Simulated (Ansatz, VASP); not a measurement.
## Cross-check of Hf4N4O (O on HfN(001)) between VASP and Ansatz

One calculation is typed for both programs; each brings its own data sets and cutoff. How far apart do they land? The structure shown is the end of the VASP relaxation below.

Program: Ansatz 0.2.0. Level of theory: plane waves, with VASP 6.6.1 beside it; single point at PBEsol. Results are calculated unless marked as measured.

### 1. The structure

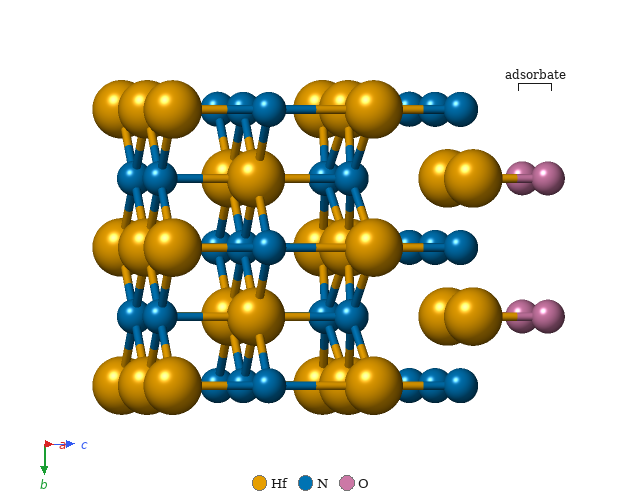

The cell as given, from the side, with the c axis across the page (hafnium orange, nitrogen blue, oxygen pink). Some periodic images of atoms are drawn too.

The cell holds 36 atoms: 16 Hf, 16 N and 4 O. Its edges and angles: a = 6.378 Å, b = 6.378 Å, c = 24.465 Å, α = 90.0°, β = 90.0°, γ = 90.0°. It derives from HfN. Vacuum lies along c.

Coordinates:

```xyz
36
Lattice="6.3781 0.0000 0.0000 0.0000 6.3781 0.0000 0.0000 0.0000 24.4650" Properties=species:S:1:pos:R:3
Hf    0.0000    0.0000    8.0000
Hf    0.0000    3.1891    8.0000
Hf    3.1891    0.0000    8.0000
Hf    3.1891    3.1891    8.0000
Hf    1.5945    1.5945   10.2550
Hf    1.5945    4.7836   10.2550
Hf    4.7836    1.5945   10.2550
Hf    4.7836    4.7836   10.2550
Hf    0.0000    0.0000   12.7191
Hf    0.0000    3.1891   12.7191
Hf    3.1891    0.0000   12.7191
Hf    3.1891    3.1891   12.7191
Hf    1.5945    1.5945   15.3582
Hf    1.5945    4.7836   15.3582
Hf    4.7836    1.5945   15.3582
Hf    4.7836    4.7836   15.3582
N     1.5945    1.5945    8.0000
N     1.5945    4.7836    8.0000
N     4.7836    1.5945    8.0000
N     4.7836    4.7836    8.0000
N     0.0000    0.0000   10.2550
N     0.0000    3.1891   10.2550
N     3.1891    0.0000   10.2550
N     3.1891    3.1891   10.2550
N     1.5945    1.5945   12.4916
N     1.5945    4.7836   12.4916
N     4.7836    1.5945   12.4916
N     4.7836    4.7836   12.4916
N     0.0000    0.0000   14.7618
N     0.0000    3.1891   14.7618
N     3.1891    0.0000   14.7618
N     3.1891    3.1891   14.7618
O     1.5945    1.5945   17.1116
O     1.5945    4.7836   17.1116
O     4.7836    1.5945   17.1116
O     4.7836    4.7836   17.1116
```

### 2. VASP: relaxation, PBEsol

This run makes the geometry at which the two programs are then compared.

Lines of VASP's logs that name or quote its potential files are left out, and so is its time.

INCAR reads:

```
SYSTEM = Hf4N4O
PREC = Normal
ENCUT = 400
EDIFF = 1E-05
NELM = 120
ISMEAR = 1
SIGMA = 0.1
LREAL = Auto
ALGO = Fast
GGA = PS
NBANDS = 176
LASPH = .TRUE.
LORBIT = 11
LWAVE = .FALSE.
LCHARG = .FALSE.
KPAR = 4
NCORE = 2
IBRION = 2
NSW = 80
ISIF = 2
EDIFFG = -0.04
POTIM = 0.4
MAXMIX = 40
IDIPOL = 3
LDIPOL = .TRUE.
DIPOL = 0.5 0.5 0.488
ISYM = 2
```

POSCAR reads:

```
Hf4N4O
1.0
    6.3781031660      0.0000000000      0.0000000000
    0.0000000000      6.3781031660      0.0000000000
    0.0000000000      0.0000000000     24.4650000000
Hf N O
16 16 4
Selective dynamics
Direct
    0.0000000000      0.0000000000      0.3269977520  F F F
    0.0000000000      0.5000000000      0.3269977520  F F F
    0.5000000000      0.0000000000      0.3269977520  F F F
    0.5000000000      0.5000000000      0.3269977520  F F F
    0.2500000000      0.2500000000      0.4191702430  F F F
    0.2500000000      0.7500000000      0.4191702430  F F F
    0.7500000000      0.2500000000      0.4191702430  F F F
    0.7500000000      0.7500000000      0.4191702430  F F F
    0.0000000000      0.0000000000      0.5113427350  T T T
    0.0000000000      0.5000000000      0.5113427350  T T T
    0.5000000000      0.0000000000      0.5113427350  T T T
    0.5000000000      0.5000000000      0.5113427350  T T T
    0.2500000000      0.2500000000      0.6035152260  T T T
    0.2500000000      0.7500000000      0.6035152260  T T T
    0.7500000000      0.2500000000      0.6035152260  T T T
    0.7500000000      0.7500000000      0.6035152260  T T T
    0.2500000000      0.2500000000      0.3269977520  F F F
    0.2500000000      0.7500000000      0.3269977520  F F F
    0.7500000000      0.2500000000      0.3269977520  F F F
    0.7500000000      0.7500000000      0.3269977520  F F F
    0.0000000000      0.0000000000      0.4191702430  F F F
    0.0000000000      0.5000000000      0.4191702430  F F F
    0.5000000000      0.0000000000      0.4191702430  F F F
    0.5000000000      0.5000000000      0.4191702430  F F F
    0.2500000000      0.2500000000      0.5113427350  T T T
    0.2500000000      0.7500000000      0.5113427350  T T T
    0.7500000000      0.2500000000      0.5113427350  T T T
    0.7500000000      0.7500000000      0.5113427350  T T T
    0.0000000000      0.0000000000      0.6035152260  T T T
    0.0000000000      0.5000000000      0.6035152260  T T T
    0.5000000000      0.0000000000      0.6035152260  T T T
    0.5000000000      0.5000000000      0.6035152260  T T T
    0.2500000000      0.2500000000      0.6730022480  T T T
    0.2500000000      0.7500000000      0.6730022480  T T T
    0.7500000000      0.2500000000      0.6730022480  T T T
    0.7500000000      0.7500000000      0.6730022480  T T T
```

KPOINTS reads:

```
Automatic mesh
0
Gamma
4 4 1
0 0 0
```

Potentials, in the order of the species: Hf_sv_GW, N and O (PBE family, release 64).

Launch:

```console
$ mpirun -np 8 vasp_std
```

Numbers of over 12 decimals in the logs are rounded to 6 here.

The program printed:

```text
[banner, memory and clock lines left out]
running    8 mpi-ranks, on    1 nodes
[...]
|                                                                             |
|               ----> ADVICE to this user running VASP <----                  |
|                                                                             |
|     You enforced a specific xc type in the INCAR file but a different       |
|     [... a line on the potential file left out ...]
|     I HOPE YOU KNOW WHAT YOU ARE DOING!                                     |
|                                                                             |

 LDA part: xc-table for (Slater+PW92), standard interpolation
 POSCAR, INCAR and KPOINTS ok, starting setup
[...]
entering main loop
       N       E                     dE             d eps       ncg     rms          rms(c)
DAV:   1     0.327999910994E+04    0.32800E+04   -0.14684E+05  2536   0.123E+03
DAV:   2    -0.126258346336E+03   -0.34063E+04   -0.33328E+04  2856   0.408E+02
[...]
RMM:   6    -0.430426824961E+03   -0.15510E-02   -0.33349E-03  2566   0.725E-02    0.160E+00
RMM:   7    -0.430426527606E+03    0.29736E-03   -0.13562E-03  2182   0.583E-02    0.599E-01
RMM:   8    -0.430426938605E+03   -0.41100E-03   -0.24965E-04  2028   0.245E-02    0.647E-02
RMM:   9    -0.430427112620E+03   -0.17402E-03   -0.19606E-04  1740   0.142E-02    0.171E-01
RMM:  10    -0.430427151075E+03   -0.38455E-04   -0.29550E-05  1279   0.799E-03    0.231E-01
RMM:  11    -0.430427158641E+03   -0.75666E-05   -0.14253E-05  1205   0.504E-03
  18 F= -.43042716E+03 E0= -.43042455E+03  d E =-.363716E-01
[... from here on, the cycles between the ionic steps are left out ...]
  19 F= -.43043328E+03 E0= -.43043018E+03  d E =-.424977E-01
  20 F= -.43043494E+03 E0= -.43043198E+03  d E =-.441544E-01
  21 F= -.43043950E+03 E0= -.43043648E+03  d E =-.455875E-02
  22 F= -.43044225E+03 E0= -.43043931E+03  d E =-.730435E-02
  23 F= -.43044225E+03 E0= -.43043929E+03  d E =-.730950E-02
  24 F= -.43044520E+03 E0= -.43044199E+03  d E =-.294722E-02
  25 F= -.43044708E+03 E0= -.43044350E+03  d E =-.482470E-02
  26 F= -.43044718E+03 E0= -.43044369E+03  d E =-.107016E-03
  27 F= -.43044727E+03 E0= -.43044383E+03  d E =-.195851E-03
[...]
reached required accuracy - stopping structural energy minimisation
```

OUTCAR, selected parts (step 2):

```text
  Total      -39.5588136    -39.5588136    -16.9661157      0.0000000      0.0000000      0.0000000
  in kB      -63.6832972    -63.6832972    -27.3127046      0.0000000      0.0000000      0.0000000
  external PRESSURE =     -51.5597663 kB  Pullay stress =       0.0000000 kB

 POSITION                                       TOTAL-FORCE (eV/Angst)
 -----------------------------------------------------------------------------------
      0.00000      0.00000      8.00000        -0.000000      0.000000      1.524098
      0.00000      3.18905      8.00000         0.000000     -0.000000      1.524098
      3.18905      0.00000      8.00000         0.000000     -0.000000      1.524098
      3.18905      3.18905      8.00000         0.000000     -0.000000      1.524098
      1.59453      1.59453     10.25500         0.000000      0.000000     -0.278416
      1.59453      4.78358     10.25500        -0.000000     -0.000000     -0.278416
      4.78358      1.59453     10.25500        -0.000000     -0.000000     -0.278416
      4.78358      4.78358     10.25500        -0.000000     -0.000000     -0.278416
      6.37810      0.00000     12.71910        -0.000000     -0.000000      0.011346
      0.00000      3.18905     12.71910        -0.000000     -0.000000      0.011346
      3.18905      0.00000     12.71910        -0.000000     -0.000000      0.011346
      3.18905      3.18905     12.71910        -0.000000     -0.000000      0.011346
      1.59453      1.59453     15.35824         0.000000      0.000000     -0.007931
      1.59453      4.78358     15.35824         0.000000     -0.000000     -0.007931
[...]
-----------------------------------------------------------------------------------
    total drift:                                0.000000     -0.000000     -0.028523

  FREE ENERGIE OF THE ION-ELECTRON SYSTEM (eV)
  ---------------------------------------------------
  free  energy   TOTEN  =      -430.4472715611 eV

  energy  without entropy=     -430.4369441725  energy(sigma->0) =     -430.44382910

 reached required accuracy - stopping structural energy minimisation

[... 3 further parts left out ...]
[key lines of the parts left out:]
E-fermi :   0.6181
```

(Continued in part 2 of 2.)

[Lines on the potential files, build, host, timing and source positions are cut from VASP's logs without a mark.]

[Logs are printed without paths, hosts, clocks, repeated set-up lines and the standing remarks that a program may print on its own settings, such as how far it seeks lower states.]

[Hosts, paths, dates, database ids (printed as entryN), source tags and the programs' standing remarks are cut or masked in the printed files.]
